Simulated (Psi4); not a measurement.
**NSF3 (thiazyl trifluoride): r2SCAN/def2-QZVP (density fitting, sweep point 5)**

What is the vertical electron affinity of NSF3 (thiazyl trifluoride) at r2SCAN/def2-QZVP (density fitting, sweep point 5)? 

The calculation is run with Psi4 1.11.

## Step 1: The structure to begin with

The species is NSF3 (5 atoms), meant as a singlet with charge 0. As SMILES, `N#S(F)(F)F`. Geometry: relaxed at PBE0-D4/def2-TZVP.

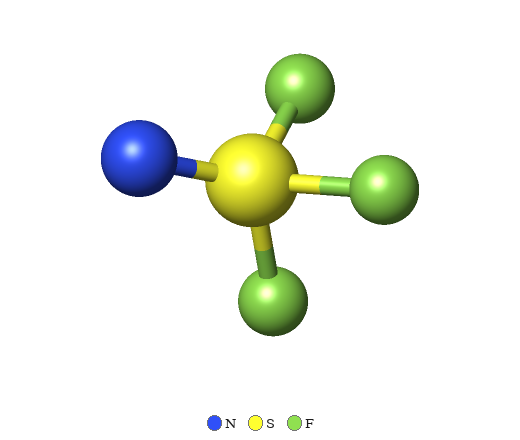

The structure, seen from a chosen angle (nitrogen blue, sulfur yellow, fluorine green).

## Step 2: A single-point energy at r2SCAN/def2-QZVP (density fitting, sweep point 5)

input.inp reads:

```
memory 1600 MB

molecule molecule1 {
  0 1
  N     -0.349630    -0.004150     1.591380
  S     -0.047340    -0.000560     0.215490
  F      1.023370    -0.939300    -0.408980
  F     -1.108620    -0.317610    -0.875740
  F      0.482210     1.261610    -0.522150
  symmetry c1
}

set basis def2-QZVP
set puream true
set scf_type df
set dft_radial_points 99
set dft_spherical_points 590

E, wfn = energy('r2scan', return_wfn=True)
print_variables()
```

Launch:

```bash
$ psi4 -n 1 input.inp input.out
```

input.out:

```text
[...]
  Running in c1 symmetry.
[...]
  Nuclear repulsion =  284.226728899419811
[...]
  Multiplicity = 1
[...]
  Nalpha       = 25
  Nbeta        = 25
[...]
    Number of basis functions: 298
[...]
   @DF-RKS iter   1:  -752.01196271974811    6.69835e-01   3.44597e-03 DIIS/ADIIS
[...]
   @DF-RKS iter   9:  -752.41276565607200   -1.16275e-07   1.92437e-07 DIIS
[...]
    Orbital Energies [Eh]
    ---------------------
    Doubly Occupied:
       1A    -88.808427     2A    -24.581689     3A    -24.581679
       4A    -24.581678     5A    -14.189350     6A     -8.095996
       7A     -6.040506     8A     -6.040506     9A     -6.036986
      10A     -1.329505    11A     -1.247959    12A     -1.247955
      13A     -0.935707    14A     -0.707545    15A     -0.608742
      16A     -0.608741    17A     -0.522642    18A     -0.502986
      19A     -0.502984    20A     -0.457262    21A     -0.457260
      22A     -0.440678    23A     -0.373781    24A     -0.314195
      25A     -0.314193
[...]
  @DF-RKS Final Energy:  -752.41276565607200
   => Energetics <=
    Nuclear Repulsion Energy =            284.2267288994198111
    One-Electron Energy =               -1605.2550233197089256
    Two-Electron Energy =                 632.5595824175536563
    DFT Exchange-Correlation Energy =     -63.9440536533365673
    Empirical Dispersion Energy =           0.0000000000000000
    VV10 Nonlocal Energy =                  0.0000000000000000
    Total Energy =                       -752.4127656560719970
[...]
 Multipole Moments:
 ------------------------------------------------------------------------------------
     Multipole            Electronic (a.u.)      Nuclear  (a.u.)        Total (a.u.)
 ------------------------------------------------------------------------------------
 L = 1.  Multiply by 2.5417464519 to convert [e a0] to [Debye]
 Dipole X            :          0.5208483           -0.3438495            0.1769988
 Dipole Y            :          0.0061940           -0.0040747            0.0021194
 Dipole Z            :         -2.3706938            1.5651108           -0.8055830
 Magnitude           :                                                    0.8248012
[...]
```

It took 2.4 min on 1 thread of Intel Xeon at 2.70GHz, shared host; peak memory 1.4 GiB.

## Step 3: The doublet anion

calc.inp reads:

```
memory 1.6 GB

molecule {
  -1 2
  N     -0.349630    -0.004150     1.591380
  S     -0.047340    -0.000560     0.215490
  F      1.023370    -0.939300    -0.408980
  F     -1.108620    -0.317610    -0.875740
  F      0.482210     1.261610    -0.522150
  symmetry c1
}

set reference uks
set puream true
set scf_type df
set dft_radial_points 99
set dft_spherical_points 590
set maxiter 100

energy_value = energy("r2scan/def2-QZVP")
```

Launch:

```bash
$ psi4 calc.inp calc.out -n 1
```

calc.out:

```text
[...]
  Running in c1 symmetry.
[...]
  Nuclear repulsion =  284.226728899419811
[...]
  Multiplicity = 2
[...]
  Nalpha       = 26
  Nbeta        = 25
[...]
    Number of basis functions: 298
[...]
   @DF-UKS iter   1:  -751.88237847548601    7.99419e-01   3.79057e-03 DIIS/ADIIS
[...]
   @DF-UKS iter  10:  -752.36928862985303   -9.43440e-08   3.36056e-07 DIIS
[...]
   @S^2 Observed:                7.575193414E-01
[...]
    Orbital Energies [Eh]
    ---------------------
    Alpha Occupied:
       1A    -88.489902     2A    -24.306097     3A    -24.306095
       4A    -24.306080     5A    -13.905759     6A     -7.784358
       7A     -5.728806     8A     -5.728806     9A     -5.726499
      10A     -1.064885    11A     -0.986730    12A     -0.986726
      13A     -0.668914    14A     -0.452504    15A     -0.354758
      16A     -0.354755    17A     -0.268245    18A     -0.248274
      19A     -0.248272    20A     -0.203044    21A     -0.203042
      22A     -0.185016    23A     -0.127478    24A     -0.058004
      25A     -0.058003    26A      0.156425
    Alpha Virtual:
[...]
  @DF-UKS Final Energy:  -752.36928862985303
   => Energetics <=
    Nuclear Repulsion Energy =            284.2267288994198111
    One-Electron Energy =               -1618.8659792704547726
    Two-Electron Energy =                 646.5808261941397177
    DFT Exchange-Correlation Energy =     -64.3108644529578584
    Empirical Dispersion Energy =           0.0000000000000000
    VV10 Nonlocal Energy =                  0.0000000000000000
    Total Energy =                       -752.3692886298530311
[...]
 Multipole Moments:
 ------------------------------------------------------------------------------------
     Multipole            Electronic (a.u.)      Nuclear  (a.u.)        Total (a.u.)
 ------------------------------------------------------------------------------------
 L = 1.  Multiply by 2.5417464519 to convert [e a0] to [Debye]
 Dipole X            :          0.6400731           -0.3438495            0.2962236
 Dipole Y            :          0.0075405           -0.0040747            0.0034659
 Dipole Z            :         -2.9129989            1.5651108           -1.3478881
 Magnitude           :                                                    1.3800590
[...]
```

Wall time 3.9 min (1 thread of Intel Xeon at 2.70GHz, shared host); peak memory 1.4 GiB.

## Step 4: Outcome

At r2SCAN/def2-QZVP (density fitting, sweep point 5):

```
                                         quantity          value
                       singlet NSF3: total energy  -752.41277 Eh
                      singlet NSF3: dipole moment         2.10 D
                        singlet NSF3: HOMO energy       -8.55 eV
                        singlet NSF3: LUMO energy       -2.05 eV
                      singlet NSF3: HOMO–LUMO gap        6.50 eV
                      doublet anion: total energy  -752.36929 Eh
doublet anion: HOMO energy (highest over α and β)        4.26 eV
 doublet anion: LUMO energy (lowest over α and β)        5.53 eV
                              doublet anion: ⟨S²⟩          0.758
vertical electron affinity (to the doublet anion)      -1.183 eV
```

The anion lies 1.18 eV (114 kJ/mol) above the neutral: the electron isn't bound at this level, and such a value depends on the basis. Without diffuse functions anions come out too high. The HOMO (doublet anion) lies at positive energy, 4.26 eV, as semi-local functionals often give for anions; only total energies tell whether the electron is bound.
